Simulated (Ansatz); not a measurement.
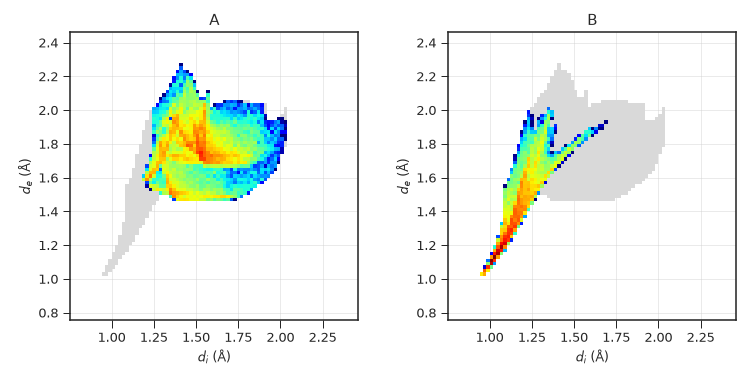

Fingerprint plots of the Hirshfeld surface computed for one AsO4 unit (covalently bonded non-metal atoms) in TiAsO₄ (Cmcm, No. 63), each panel colouring one kind of contact over the whole plot in grey. The kinds are O···O, O···Ti, in shuffled order.

The surface is where the fragment's share of the procrystal density (the sum of the densities of spherically averaged neutral Hartree-Fock atoms) equals one half. d_i and d_e are the distances from the surface to the nearest nucleus inside and outside.

The cell is taken from the geometry relaxed with DFT, PAW plane waves, r2scan+U in Ansatz; the starting structure was generated, so it need not be a known form of this composition.

```xyz
24
Lattice="5.6669 0.0000 0.0000 0.0000 8.3843 0.0000 0.0000 0.0000 5.9434" Properties=species:S:1:pos:R:3 pbc="T T T"
O     4.2122    8.1424    1.4858
O     1.4547    0.2420    4.4575
O     4.2122    0.2420    4.4575
O     1.4547    8.1424    1.4858
As    2.8335    7.1110    1.4858
As    2.8335    1.2734    4.4575
Ti    0.0000    0.0000    0.0000
Ti    0.0000    0.0000    2.9717
O     2.8335    6.1696    0.1132
O     2.8335    2.2147    3.0849
O     2.8335    2.2147    5.8302
O     2.8335    6.1696    2.8585
O     1.3788    3.9502    1.4858
O     4.2881    4.4341    4.4575
O     1.3788    4.4341    4.4575
O     4.2881    3.9502    1.4858
As    0.0000    2.9188    1.4858
As    0.0000    5.4655    4.4575
Ti    2.8335    4.1922    0.0000
Ti    2.8335    4.1922    2.9717
O     0.0000    1.9774    0.1132
O     0.0000    6.4069    3.0849
O     0.0000    6.4069    5.8302
O     0.0000    1.9774    2.8585
```

Question: Which panel shows which contact, and what share of the surface does each take?

Answer: A: O···O, 63 % of the area, smallest d_i + d_e about 2.8 Å. B: O···Ti, 35 % of the area, smallest d_i + d_e about 2.0 Å.

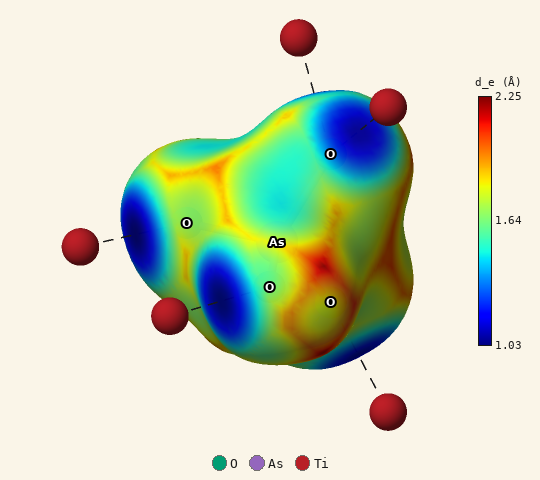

Hirshfeld surface computed for one AsO4 unit (covalently bonded non-metal atoms) in TiAsO4 (Cmcm, No. 63), coloured by d_e. Dashed lines lead to the closest neighbours outside.
